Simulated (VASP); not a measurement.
Data:

```
KMgF3
1.0
    4.00327     0.00000     0.00000
    0.00000     4.00327     0.00000
    0.00000     0.00000     4.00327
K Mg F
1 1 3
Direct
  0.00000   0.00000   0.00000
  0.50000   0.50000   0.50000
  0.50000   0.00000   0.50000
  0.00000   0.50000   0.50000
  0.50000   0.50000   0.00000
```

The numbers are results of vdW-DF-cx, VASP's PBE PAW potentials (set 64) (plane waves; VASP), not measurements. Numerical set-up: 520 eV cut-off, 6×6×6 Γ-centred mesh, tetrahedra with Blöchl corrections, potentials K_sv Mg F.

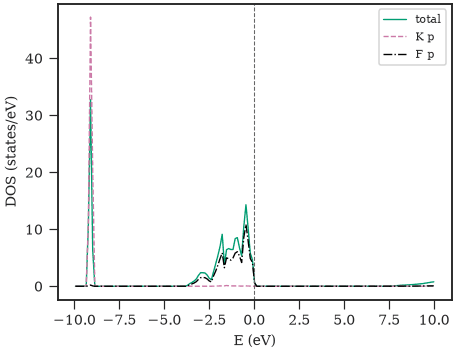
Figure. Total and projected density of states, zero at the valence-band maximum

Within 2 eV below the valence-band maximum the largest weight inside VASP's projection spheres is F p.

The gap is indirect, 7.35 eV, from the valence maximum at R to the conduction minimum at Γ.

The compound is KMgF3 in the cubic perovskite structure. It was relaxed first.
